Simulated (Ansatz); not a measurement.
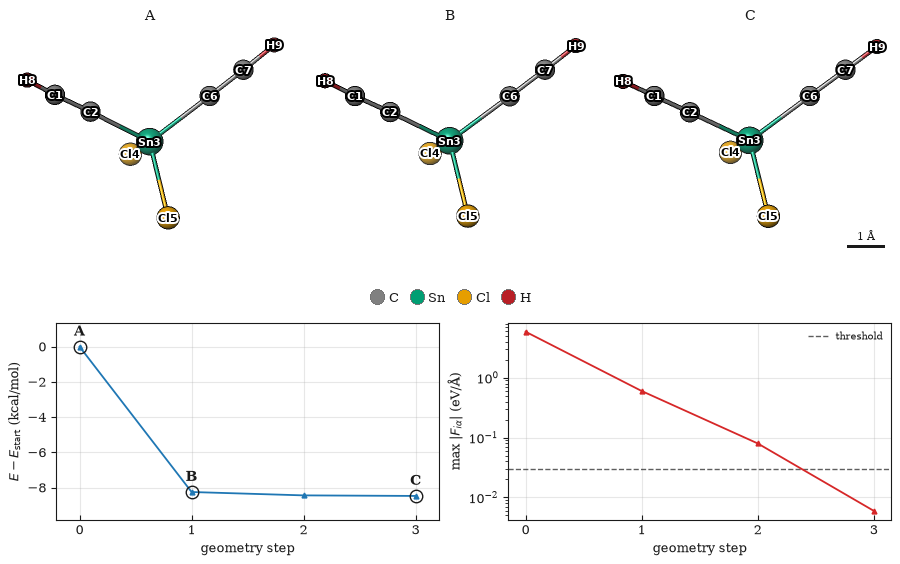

Frames of a relaxation of C4H2Cl2Sn (coarse preliminary run), marked on the history of the run. A ball-and-stick model, seen from a free direction.

The start comes from a force field.

Level of theory: RKS PBE-D4/def2-SVP (Ansatz). Set-up: force threshold 0.03 eV/Å; at most 200 steps.

Q: Describe the path.

A: Over 3 geometry steps the energy falls by 8.47 kcal/mol. The largest force component goes from 5.9 to 0.006 eV/Å. The atom that moves furthest after the best rigid fit is H8 (0.12 Å). Largest moves by element: H 0.12 Å, Sn 0.08 Å, C 0.07 Å, Cl 0.05 Å. Among the contacts that change: C1–H8 0.995 → 1.083 Å, Sn3–Cl4 2.275 → 2.350 Å, C6–C7 1.189 → 1.227 Å, Sn3–Cl5 2.383 → 2.350 Å. Bond angles that change, for instance: C2–Sn3–C6 109.3° → 112.7°, Cl4–Sn3–C6 111.8° → 109.1°. Cost: 5.5 s on 4 threads of AMD EPYC 7R43 64-Core, on a shared host. From step 0 to 1: H8 moves most (0.07 Å), energy −8.25 kcal/mol. From step 1 to 3: H8 moves most (0.05 Å), energy −0.22 kcal/mol.

```csv
step,"E − E(0), kcal/mol","largest force component, eV/Å"
0,0.00,5.8751
1,-8.25,0.6006
2,-8.44,0.0799
3,-8.47,0.0060
```
